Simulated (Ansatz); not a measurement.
# Decaying states in the gap of RbLiZnO2, part 3 of 3

A new crystal, RbLiZnO2: structure, gap and complex bands. It is built by putting O for S in the RbLiZnS2 structure of space group I-4m2, with the volume rescaled by atomic radii. The parent structure comes from the Materials Project.

Ansatz 0.2.0; r2SCAN DFT, plane waves, PAW files (the session's first sound run).

So far, gap on the k-mesh (eV): step 3 (band edges) 2.87; step 5 (complex bands, plane (110), k-mesh 10×10×10) 2.87.

The structure was built from a prototype and need not be the compound's stable phase.

### 6. Band edges at another level, cutoff 1380 eV

This step: r2SCAN DFT, plane waves, JTH PAW files (Ansatz 0.2.0).

The edges again with JTH files, at the same atoms. Against that run the cutoff is 1380 eV against 500.

The input, input.yaml:

```yaml
crystal:
  lattice:
    - [-1.7443297641, 1.7443297641, 5.7464056307]
    - [1.7443297641, -1.7443297641, 5.7464056307]
    - [1.7443297641, 1.7443297641, -5.7464056307]
  atoms:
    - { symbol: Rb, position: [0.0, 0.0, 0.0] }
    - { symbol: Li, position: [0.25, 0.75, 0.5] }
    - { symbol: Zn, position: [0.75, 0.25, 0.5] }
    - { symbol: O, position: [0.6678450411, 0.6678450411, 0.0] }
    - { symbol: O, position: [0.3321549589, 0.3321549589, 0.0] }
kpoints:
  mp_grid: { grid: [8, 8, 8] }
  band_path: { path: [VBM, CBM], npoints: 30 }
scf:
  occupations: { method: fixed }
hamiltonian:
  xc: r2scan
  pseudopotentials: { kind: paw, source: jth }
output:
  eigenvalues: true
```

Command:

```bash
$ ansatz run input.yaml --threads 2 --pin off --max-ram 4096MiB --backend cpu --events-out ev --progress --plain --runs-dir out
```

Numbers of over 12 decimals in the logs are rounded to 6 here.

What it wrote:

```text
Warning: <dir> the checks of this Rb dataset prove no rule for summing its radial tables, as where they were carried onto another mesh than they were made on, and Gregory's rule is taken, under which a leading mesh point left out moves its sums only by what lay on the interval it spanned. That does not make them correct, and they differ from Quantum ESPRESSO's on this file; a re-export a fraction of a mesh step off can move them. hamiltonian.pseudopotentials.radial_quadrature: simpson_from_first_knot sums it by `pw.x`'s rule; on a PAW file no value gives `pw.x`'s numbers. What more to know: hamiltonian.pseudopotentials.radial_quadrature, in the input reference
Warning: <dir> the checks of this Li dataset prove no rule for summing its radial tables, as where they were carried onto another mesh than they were made on, and Gregory's rule is taken, under which a leading mesh point left out moves its sums only by what lay on the interval it spanned. That does not make them correct, and they differ from Quantum ESPRESSO's on this file; a re-export a fraction of a mesh step off can move them. hamiltonian.pseudopotentials.radial_quadrature: simpson_from_first_knot sums it by `pw.x`'s rule; on a PAW file no value gives `pw.x`'s numbers. What more to know: hamiltonian.pseudopotentials.radial_quadrature, in the input reference
Warning: <dir> the checks of this Zn dataset prove no rule for summing its radial tables, as where they were carried onto another mesh than they were made on, and Gregory's rule is taken, under which a leading mesh point left out moves its sums only by what lay on the interval it spanned. That does not make them correct, and they differ from Quantum ESPRESSO's on this file; a re-export a fraction of a mesh step off can move them. hamiltonian.pseudopotentials.radial_quadrature: simpson_from_first_knot sums it by `pw.x`'s rule; on a PAW file no value gives `pw.x`'s numbers. What more to know: hamiltonian.pseudopotentials.radial_quadrature, in the input reference
Warning: <dir> the checks of this O dataset prove no rule for summing its radial tables, as where they were carried onto another mesh than they were made on, and Gregory's rule is taken, under which a leading mesh point left out moves its sums only by what lay on the interval it spanned. That does not make them correct, and they differ from Quantum ESPRESSO's on this file; a re-export a fraction of a mesh step off can move them. hamiltonian.pseudopotentials.radial_quadrature: simpson_from_first_knot sums it by `pw.x`'s rule; on a PAW file no value gives `pw.x`'s numbers. What more to know: hamiltonian.pseudopotentials.radial_quadrature, in the input reference
[...]
Crystal: 5 atoms, lattice volume = 69.938 Å³
Basis set: ecut = 1380 eV, 8115 PW (Γ), FFT grids on a1+a3, a2+a3, a3, exchange–correlation on 216×216×384 points (64 copies of the dense FFT grid, shifted against one another)
Bands: 23, of which v1, the nominal top of the filled ones, is band 18 counted from 1 (17 counted from 0)
Symmetry: 8 space group operations
[...]
k-points: 59 of 512 (time reversal used)
[...]
SCF iter   1: F=—  HF=-7944.583163 eV  |F-HF|=—  |Δ(HF+E_count)|=         —  Δρ=6.28e-2  dr2=1.77e0  dr2_τ=5.29e-2  ethr=3.10e-3  ⟨swp⟩=7.2  Hψ=7417  notcnv=0  defer=160
[...]
SCF iter   9: F=-7944.482329 eV  HF=-7944.482329 eV  |F-HF|=3.03e-9  |Δ(HF+E_count)|=   1.77e-7  Δρ=4.24e-6  dr2=1.23e-8  dr2_τ=7.27e-9  ethr=2.78e-10  ⟨swp⟩=17.1  Hψ=11242  notcnv=0
SCF 1 converged in 9 iterations: F = -7944.482329 eV  dr2 = 1.23e-8
[...]
SCF converged after 9 iterations
Free energy (F): -7944.482329 eV
[...]
Internal energy: -7944.482329 eV  (E = F + TS)
E sigma→0 (E₀):  -7944.482329 eV
Fermi energy:    6.239228 eV
[...]
--- Band table (eV; the first three rows and the last of 59) ---
  k-point 0: bands = [... 14 lower, 4.0688, 6.0498, 6.0498, 6.1491, 9.0808, 12.2638, 12.7384, 13.1316, ... 1 higher]
  k-point 1: bands = [... 14 lower, 4.2613, 5.6444, 5.7475, 6.2392, 9.9898, 12.8720, 13.2317, 13.5290, ... 1 higher]
  k-point 2: bands = [... 14 lower, 4.3308, 5.2676, 5.3501, 6.1028, 11.4135, 13.7478, 14.5044, 14.7063, ... 1 higher]
  k-point 58: bands = [... 14 lower, 4.3417, 5.5370, 6.0046, 6.0046, 10.6717, 11.2937, 12.1259, 12.6335, ... 1 higher]
```

Elapsed: 50 s, on 2 threads of Intel Xeon 6975P-C (Granite Rapids), shared host; peak memory 1.6 GiB; 100 s of CPU time.

This step gave:

- free energy: -7944.4823 eV
- Fermi energy: 6.239 eV
- gap on the k-mesh: 2.842 eV
- gap on path: 2.842 eV, by band count; negative where bands overlap
- direct gap on path: 2.932 eV

The electronic bands at the labelled points (eV, zero at the Fermi level (highest filled level under fixed occupations); v1 is the highest filled band, c1 the lowest empty one):

| point | v4 | v3 | v2 | v1 | c1 | c2 | c3 | c4 |
| --- | --- | --- | --- | --- | --- | --- | --- | --- |
| VBM | -1.98 | -0.59 | -0.49 | 0.00 | 3.75 | 6.63 | 6.99 | 7.29 |
| CBM | -2.17 | -0.19 | -0.19 | -0.09 | 2.84 | 6.02 | 6.50 | 6.89 |

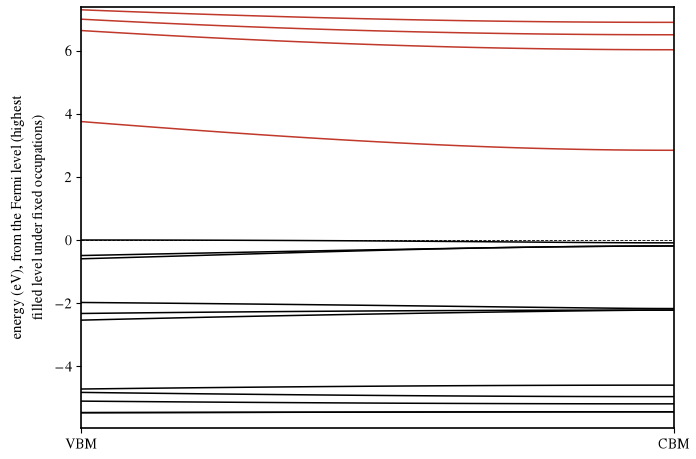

Electronic bands along the path; lines of filled and empty bands in two colours.

The searched edges give 2.84 eV, as on the mesh.

### 7. Complex bands at another level, cutoff 1380 eV

This step: r2SCAN DFT, plane waves, JTH PAW files; complex bands by layer matching along the plane's normal (Ansatz 0.2.0).

The complex bands at that level, over its own gap, at (0, 0) and (0.125, 0.125).

The input, input.yaml:

```yaml
crystal:
  lattice:
    - [3.488659528, 0.0, 0.0]
    - [0.0, 3.488659528, 0.0]
    - [1.744329764, 1.744329764, 5.746405631]
  atoms:
    - { symbol: Rb, position: [0.0, 0.0, 0.0] }
    - { symbol: Li, position: [0.25, 0.75, 0.5] }
    - { symbol: Zn, position: [0.75, 0.25, 0.5] }
    - { symbol: O, position: [0.3321549589, 0.3321549589, 0.3356900822] }
    - { symbol: O, position: [0.6678450411, 0.6678450411, 0.6643099178] }
kpoints:
  mp_grid: { grid: [8, 8, 8] }
scf:
  occupations: { method: fixed }
hamiltonian:
  xc: r2scan
  pseudopotentials: { kind: paw, source: jth }
output:
  eigenvalues: true
  transmission:
    leads: [[0, 0]]
    kpoints: [[0.0, 0.0], [0.125, 0.125]]
    e_range: [-1.0, 3.84]
    de: 0.08
```

What it wrote:

```text
[...]
Crystal: 5 atoms, lattice volume = 69.938 Å³
Basis set: ecut = 1380 eV, 8115 PW (Γ), exchange–correlation on 216×216×384 points (64 copies of the dense FFT grid, shifted against one another)
Bands: 23, of which v1, the nominal top of the filled ones, is band 18 counted from 1 (17 counted from 0)
Symmetry: 8 space group operations
[...]
k-points: 59 of 512 (time reversal used)
[...]
SCF iter   1: F=—  HF=-7944.582857 eV  |F-HF|=—  |Δ(HF+E_count)|=         —  Δρ=6.28e-2  dr2=1.77e0  dr2_τ=5.29e-2  ethr=3.10e-3  ⟨swp⟩=7.1  Hψ=7298  notcnv=0  defer=161
[...]
SCF iter   9: F=-7944.482329 eV  HF=-7944.482329 eV  |F-HF|=2.59e-9  |Δ(HF+E_count)|=   1.61e-7  Δρ=4.09e-6  dr2=1.19e-8  dr2_τ=7.01e-9  ethr=2.78e-10  ⟨swp⟩=17.0  Hψ=11022  notcnv=0
SCF 1 converged in 9 iterations: F = -7944.482329 eV  dr2 = 1.19e-8
[...]
transmission: 13 of 26 steps passed
transmission: 26 of 26 steps passed
SCF converged after 9 iterations
Free energy (F): -7944.482329 eV
[...]
Internal energy: -7944.482329 eV  (E = F + TS)
E sigma→0 (E₀):  -7944.482329 eV
Fermi energy:    6.239234 eV
[...]
--- Band table (eV; the first three rows and the last of 59) ---
  k-point 0: bands = [... 14 lower, 4.0688, 6.0498, 6.0498, 6.1491, 9.0808, 12.2638, 12.7384, 13.1316, ... 1 higher]
  k-point 1: bands = [... 14 lower, 4.1023, 6.0434, 6.0434, 6.0481, 9.2706, 12.2219, 12.5480, 13.0967, ... 1 higher]
  k-point 2: bands = [... 14 lower, 4.1906, 5.8270, 6.0277, 6.0277, 9.7437, 11.9401, 12.3654, 12.9098, ... 1 higher]
  k-point 58: bands = [... 14 lower, 4.4595, 4.6631, 4.6913, 4.9633, 12.4409, 12.6373, 14.5993, 14.6285, ... 1 higher]
--- Transmission ---
  basis      : 349 plane waves across, 13 finite elements along
  points     : 2, as listed
[...]
channels       : 0.000000e0 a spin
[...]
slowest decay  : 0.2826 /Å at (0.0000, 0.0000)
```

Wall time 89 s (2 threads); peak memory 2.3 GiB.

This step gave:

* level to which the leads are filled: 1.421 eV from the Fermi level
* decay constant at the filling level, zone centre: 0.2826 Å⁻¹
* decay constant at the filling level, slowest listed point: 0.2826 Å⁻¹

K parallel (0, 0); values up to 1.5 1/Å, a degenerate pair printed once or twice; energies at which all values exceed this have no row. Table of Im kz of the slowest decaying states by energy, zero at the highest filled level on the SCF mesh:

| energy (eV) | decay 1 (Å⁻¹) | decay 2 (Å⁻¹) | decay 3 (Å⁻¹) | decay 4 (Å⁻¹) |
| --- | --- | --- | --- | --- |
| -1.000 | 0.222 | 0.603 | 0.659 | 1.30 |
| -0.520 | 0.524 | 0.637 | 1.27 | 1.45 |
| -0.040 | 0.0903 | 0.502 | 0.625 | 1.25 |
| 0.520 | 0.254 | 0.610 | 0.870 | 1.22 |
| 1.000 | 0.284 | 0.596 | 1.10 | 1.19 |
| 1.480 | 0.280 | 0.578 | 1.12 | 1.16 |
| 1.960 | 0.249 | 0.555 | 1.13 | 1.13 |
| 2.520 | 0.165 | 0.524 | 1.09 | 1.13 |
| 3.000 | 0.491 | 1.05 | 1.13 | - |
| 3.480 | 0.451 | 1.00 | 1.13 | - |

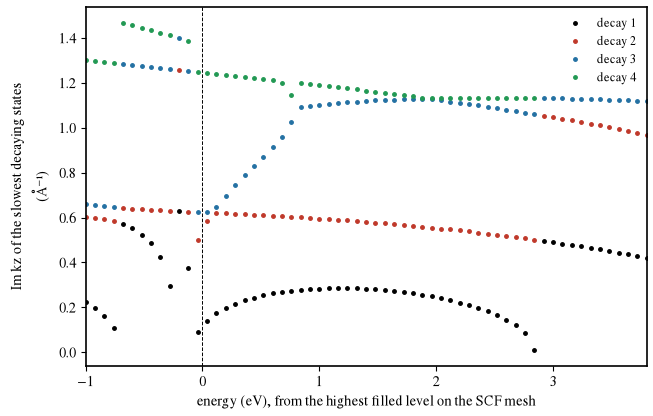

Im kz of the slowest decaying states against energy.

K parallel (0.125, 0.125); values up to 1.5 1/Å, a degenerate pair printed once or twice; energies at which all values exceed this have no row. Table of Im kz of the slowest decaying states by energy, zero at the highest filled level on the SCF mesh:

```csv
energy (eV),decay 1 (Å⁻¹),decay 2 (Å⁻¹),decay 3 (Å⁻¹),decay 4 (Å⁻¹)
-1.000,0.433,0.453,0.517,0.842
-0.520,0.203,0.485,0.843,1.04
-0.040,0.612,0.657,0.913,1.34
0.520,0.416,0.738,0.828,0.924
1.000,0.450,0.707,0.956,1.09
1.480,0.445,0.669,0.942,1.02
1.960,0.421,0.636,0.960,1.01
2.520,0.372,0.600,0.983,1.13
3.000,0.306,0.567,0.972,1.13
3.480,0.193,0.531,0.956,1.13
```

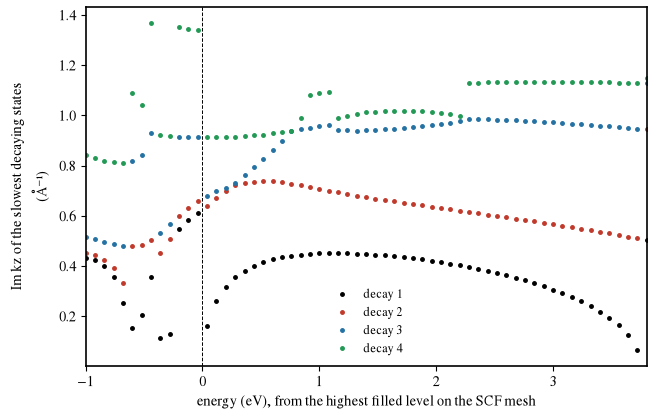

Im kz of the slowest decaying states against energy.

At the listed wavevectors the last open channel is at -0.04 eV and the next at +2.92 eV on the grid. At +1.40 eV, the grid energy nearest the filling level (the middle of the gap on the SCF mesh), the slowest state at the listed wavevectors decays with κ = 0.283 Å⁻¹, its amplitude falling by e over 3.5 Å; the first such run, plane (001), gave 0.285 Å⁻¹ over as many of its listed wavevectors.

### 8. Outcome

| Quantity | Value |
| --- | --- |
| band gap | 2.87 eV |
| least decay constant at mid-gap, normal to (001) | 0.285 Å⁻¹ |
| least decay constant at mid-gap, normal to (110) | 0.279 Å⁻¹ |
| least decay constant, JTH files | 0.283 Å⁻¹ |

In words: With r2SCAN, the slowest decay at the wavevectors tried is κ = 0.279 Å⁻¹, normal to (110). Through such a film the transmission near mid-gap falls as exp(−2κd), a factor of ten every 4.1 Å. The directions tried decay at nearly the same rate. A free electron under a barrier of half the gap would need a mass of 0.21 mₑ to decay at this rate. With JTH files the gap goes from 2.87 to 2.84 eV and the decay constant, over the first 2 listed wavevectors (which shift with the band edges), from 0.285 to 0.283 Å⁻¹. The compound is made up by substitution; its stability against other phases and against distortions of the cell's symmetry was not tested. r2SCAN still narrows gaps, if less than LDA and GGA do, so real decay constants are likely larger.

[Logs are printed without paths, hosts, clocks, repeated set-up lines and the standing remarks that a program may print on its own settings, such as how far it seeks lower states.]

[Hosts, paths, dates, database ids (printed as entryN), source tags and the programs' standing remarks are cut or masked in the printed files.]

[New means built here by substitution; the compound itself may be known and measured.]
